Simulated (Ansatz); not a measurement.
```yaml
crystal:
  lattice:
    - [3.16414, 0.00000, 0.00000]
    - [0.00000, 3.16414, 0.00000]
    - [0.00000, 0.00000, 9.49516]
  atoms:
    - { symbol: Mo, position: [0.00000, 0.00000, 0.66608] }
    - { symbol: Mo, position: [0.50000, 0.50000, 0.83288] }
    - { symbol: Mo, position: [0.50000, 0.50000, 0.16712] }
    - { symbol: Mo, position: [0.00000, 0.00000, 0.33392] }
    - { symbol: Mo, position: [0.50000, 0.50000, 0.50000] }
    - { symbol: W, position: [0.00000, 0.00000, 0.00000] }
```

Space group P4/mmm; a structure generated by program, which may or may not match a known phase; computed without spin polarisation.

Theory: DFT PBE, scalar-relativistic, plane waves, PAW in Ansatz.

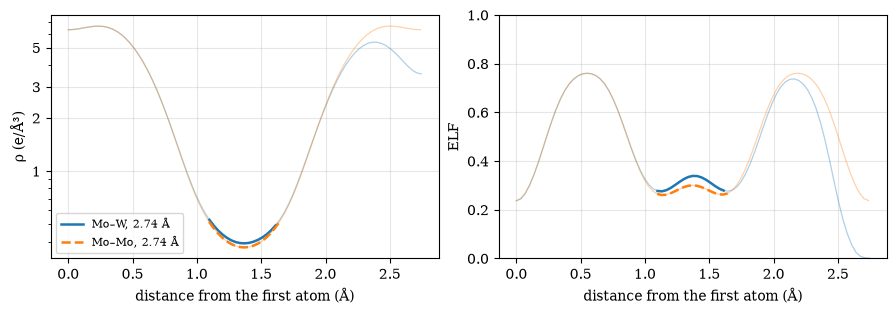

Mo$_{5}$W. Valence charge density (pseudo) and ELF along straight lines between neighbouring atoms. Thin, pale parts lie inside the atomic spheres.

Core electrons are frozen (PAW), and the valence fields are smoothed inside the atomic spheres.

### Compare the contacts.

Mo–W (2.74 Å): ρ at the midpoint is about 0.39 e/Å³; the ELF is about 0.35 at the midpoint.
Mo–Mo (2.74 Å): the density is about 0.37 e/Å³ at the midpoint; the ELF is about 0.30 at the midpoint.
